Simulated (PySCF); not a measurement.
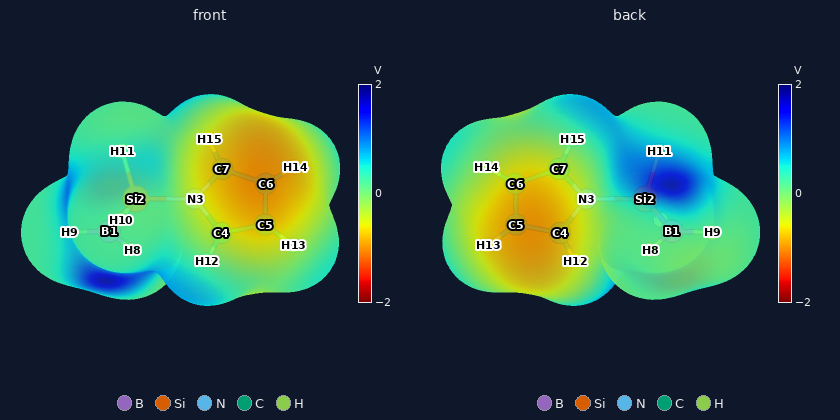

Figure. C₄H₈BNSi. The electrostatic potential painted on the density surface at 0.001 e/bohr³, seen from the front and from behind; the colour scale runs from red (negative) to blue (positive).

Geometry: PBE0-D3(BJ)/def2-SVP.

These are results of PySCF 2.14.0, PBE0/pcSseg-1, SCF density, gas phase, non-relativistic, not measurements.

| atom | x (Å) | y (Å) | z (Å) |
| --- | --- | --- | --- |
| B | -2.7679 | 0.3923 | -0.6508 |
| Si | -1.5657 | -1.1607 | -0.2259 |
| N | 0.1476 | -0.7330 | -0.0096 |
| C | 1.0641 | -0.5575 | -1.0240 |
| C | 2.2183 | -0.0261 | -0.4960 |
| C | 2.0010 | 0.1395 | 0.9005 |
| C | 0.7233 | -0.2977 | 1.1649 |
| H | -2.3563 | 1.5208 | -0.7694 |
| H | -3.9529 | 0.1992 | -0.7979 |
| H | -1.6116 | -2.1640 | -1.3356 |
| H | -1.9931 | -1.8156 | 1.0498 |
| H | 0.8253 | -0.8399 | -2.0483 |
| H | 3.1261 | 0.2061 | -1.0500 |
| H | 2.7086 | 0.5242 | 1.6327 |
| H | 0.1779 | -0.3468 | 2.1062 |

> Which sites attract a positive test charge, and which a negative one?

A positive charge is drawn to the negative regions and a negative charge to the positive ones. The most negative region (about −1.1 V, or −25 kcal/mol for a unit charge) lies over the π face of C4, C5, C6 and C7, the most positive (about +1.6 V, or +37 kcal/mol for a unit charge) over B1.
